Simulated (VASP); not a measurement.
Shape and ions are relaxed at each volume.

Energy against volume of SiC (wurtzite). The numbers are results of AM05 GGA, VASP's PBE PAW potentials (set 64) (plane waves; VASP), not measurements.

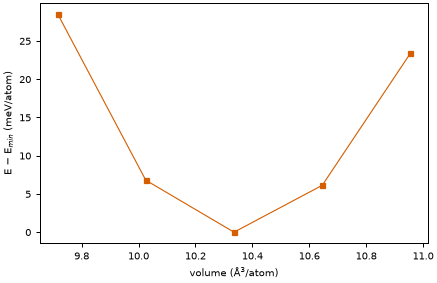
Figure: Energy against volume

Problem. Estimate the equilibrium volume and the bulk modulus.

Solution. The minimum lies near 10.3 Å³/atom, and the curvature gives B0 of about 220 GPa.

The compound is SiC in the wurtzite structure, the rare 2H polytype. It was relaxed first.
